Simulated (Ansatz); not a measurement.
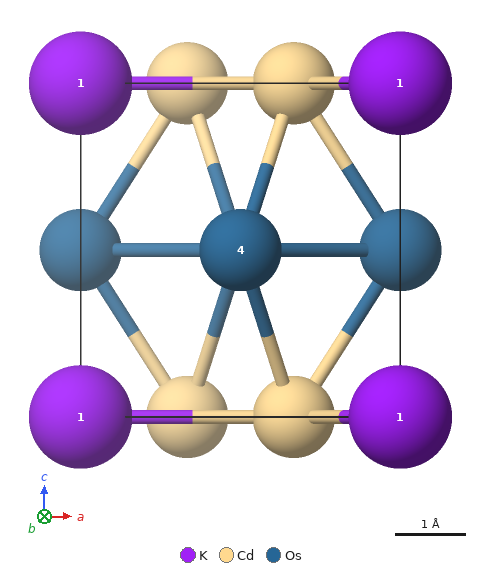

Solid KCd2Os3 (built on the ScCo3B2 type) (coarse preliminary run), before the relaxation. The picture is a ball-and-stick view of the cell of the calculation, seen along the b axis.

Case: ScCo3B2 type (P6/mmm, No. 191).

Computed with DFT PBE, scalar-relativistic, plane waves, PAW (Ansatz).

The input:
```yaml
crystal:
  lattice:
    - [5.3364587943, 0.0, 0.0]
    - [-2.6682293971, 4.6215088821, 0.0]
    - [0.0, 0.0, 4.8229142481]
  atoms:
    - { symbol: K, position: [0.0, 0.0, 0.0] }
    - { symbol: Cd, position: [0.3333333333, 0.6666666667, 0.0] }
    - { symbol: Cd, position: [0.6666666667, 0.3333333333, 0.0] }
    - { symbol: Os, position: [0.5, 0.0, 0.5] }
    - { symbol: Os, position: [0.5, 0.5, 0.5] }
    - { symbol: Os, position: [0.0, 0.5, 0.5] }
basis:
  ecutwfc: 420
kpoints:
  mp_grid: { grid: [6, 6, 4] }
hamiltonian:
  xc: pbe
scf:
  occupations: { method: gaussian, width: 0.1 }
  lower_state_search: "off"
output:
  forces: true
  stress: true
  eigenvalues: true
relax:
  adjacent_minimum: "off"
  f_tol: 0.04
  max_steps: 70
  cell: { stress_tol: 0.4 }
```

Run as
```bash
ansatz run input.yaml --threads 1 --pin off --max-ram 2560MiB --backend cpu --events-out ev --progress --plain --runs-dir out
```

Where does the relaxation end?

The atoms keep their places relative to the cell (all moves are under 0.005 Å). Cell: a = b 5.336 → 5.309 Å (−0.5 %), c 4.823 → 4.859 Å (+0.8 %). Volume −0.3 %. Near-neighbour distances that change, for instance: K1–Cd2 3.081 → 3.065 Å, Cd2–Cd3 3.081 → 3.065 Å, Os4–Os5 2.668 → 2.654 Å, Cd2–Os4 2.862 → 2.873 Å. The space group stays P6/mmm (No. 191). After 2 accepted moves (3 points after the start) the energy has fallen by 1.4 meV per atom. All forces vanish by symmetry, so only the cell relaxes. Pressure: −0.49 GPa at the start and −0.05 GPa at the end. The SCF was repeated once at an unchanged geometry on a basis and grid sized afresh for the cell, which shifted the energy by less than 0.05 meV per atom at most. The run took 28 s on 1 thread of Arm Neoverse V2, with other jobs on the host, peak memory 0.45 GiB.

The structure at the end:

```
K Cd Os
1.0
     5.30894    0.00000    0.00000
    -2.65447    4.59768    0.00000
     0.00000    0.00000    4.85911
K Cd Os
1 2 3
Cartesian
  5.3089 0.0000 0.0000
  0.0000 3.0651 0.0000
  2.6545 1.5326 0.0000
  2.6545 0.0000 2.4296
  1.3272 2.2988 2.4296
  3.9817 2.2988 2.4296
```
